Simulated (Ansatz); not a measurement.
Profile along the Pb–Pb line in Pb (hcp, Mg type)

Pb (hcp, Mg type)

```cif
data_Pb2
_chemical_formula_sum 'Pb2'
_space_group_name_H-M_alt 'P 1'
_space_group_IT_number 1
_cell_length_a 3.48574
_cell_length_b 3.48574
_cell_length_c 5.75641
_cell_angle_alpha 90.000
_cell_angle_beta 90.000
_cell_angle_gamma 120.000
loop_
_space_group_symop_operation_xyz
  'x, y, z'
loop_
_atom_site_label
_atom_site_type_symbol
_atom_site_fract_x
_atom_site_fract_y
_atom_site_fract_z
_atom_site_occupancy
Pb1 Pb 0.33333 0.66667 0.25000 1
Pb2 Pb 0.66667 0.33333 0.75000 1
```

Fields along a shortest Pb–Pb line of a (0001) plane (3.49 Å), from Pb to Pb, interpolated on the slice's grid (step about 0.2 Å). Computed with r2SCAN+rVV10 (plane waves to 500 eV, PAW, scalar-relativistic; Ansatz, an electronic-structure program). k mesh 15×15×8. Inside the PAW spheres the values are not all-electron values, and peaks at nuclei hang on which shells count as valence. Pb was relaxed with its symmetry unable to fall. Spin-orbit coupling is left out, though Pb is heavy. This is one of several known forms of Pb; the measured ambient cells at hand have space group No. 225.

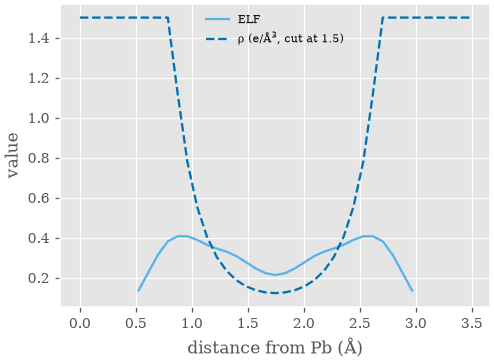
ELF (away from the nuclei) and valence density from Pb to Pb.

Density on the Pb–Pb line (3.49 Å) at its midpoint: 0.12 e/Å³. ELF at that point: 0.21.
